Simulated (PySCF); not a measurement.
**C3H8ClFSi: density, localisation and related maps**

```yaml
atoms:
  - { symbol: F, position_ang: [1.0915, -1.0099, -0.8590] }
  - { symbol: C, position_ang: [-0.0858, -0.7313, -0.1817] }
  - { symbol: C, position_ang: [-0.0673, 0.7085, 0.2911] }
  - { symbol: Si, position_ang: [1.3916, 1.0782, 1.4656] }
  - { symbol: C, position_ang: [-1.2273, -1.0451, -1.1471] }
  - { symbol: Cl, position_ang: [-2.7771, -1.0199, -0.2843] }
  - { symbol: H, position_ang: [-0.1126, -1.4271, 0.6664] }
  - { symbol: H, position_ang: [-1.0169, 0.9088, 0.7862] }
  - { symbol: H, position_ang: [-0.0169, 1.3579, -0.5845] }
  - { symbol: H, position_ang: [1.2904, 2.4892, 1.8399] }
  - { symbol: H, position_ang: [2.6530, 0.8085, 0.7829] }
  - { symbol: H, position_ang: [1.2513, 0.2232, 2.6467] }
  - { symbol: H, position_ang: [-1.0993, -2.0399, -1.5759] }
  - { symbol: H, position_ang: [-1.2753, -0.3016, -1.9434] }
```

Geometry: GFN2-xTB.

Method: PySCF, PBE0/def2-SVPD, SCF density, gas phase.

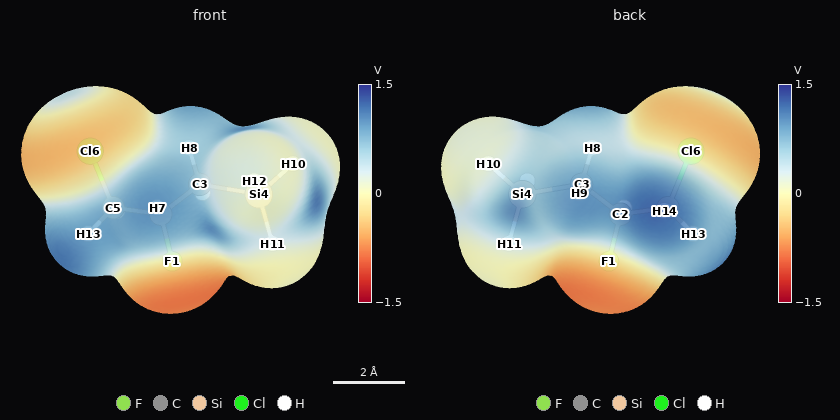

Figure 1. The molecular electrostatic potential painted on the density surface at 0.002 e/bohr³, seen from the front and from behind; red is negative and blue positive.

**Which sites attract a positive test charge, and which a negative one?**

A positive charge is drawn to the negative regions and a negative charge to the positive ones. The most negative region (about −0.8 V) lies over F1, the most positive (about +1.2 V) over Si4 and H14. Cl6 shows a σ-hole: about +0.4 V at the tip opposite its bond, against about −0.3 V on its flanks.

**How polar is the molecule by this calculation?**

Its dipole moment is 0.52 D.

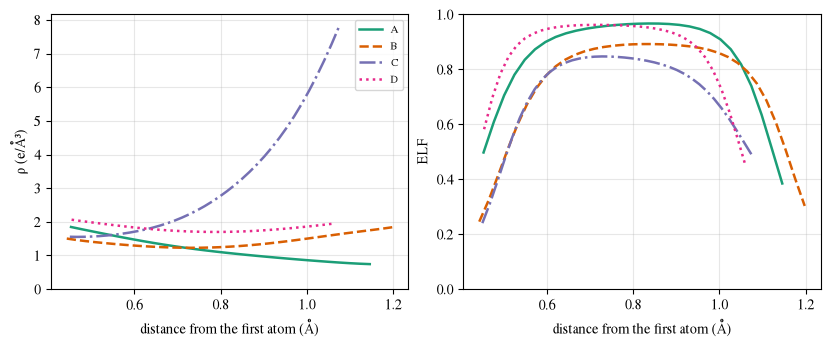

Figure 2. Total electron density and ELF along straight lines between neighbouring atoms. The curves leave out the atomic cores.

**Which curve belongs to which contact (C–C, C–Cl, C–F and C–Si)? The first atom named is at distance zero.**

Curve A: C–Si (1.91 Å): ρ at the midpoint is about 0.91 e/Å³; the ELF peaks at about 0.95 between the atoms: a covalent bond. Curve B: C–Cl (1.77 Å): ρ is about 1.3 e/Å³ halfway; the ELF peaks at about 0.90 between the atoms (a covalent bond). Curve C: C–F (1.39 Å): ρ is about 2 e/Å³ halfway, with its minimum of 1.6 e/Å³ about 0.5 Å from C; the ELF peaks at about 0.85 between the atoms; a polar covalent bond. Curve D: C–C (1.52 Å): ρ is about 1.7 e/Å³ halfway; the ELF peaks at about 0.95 between the atoms (a shared electron pair).
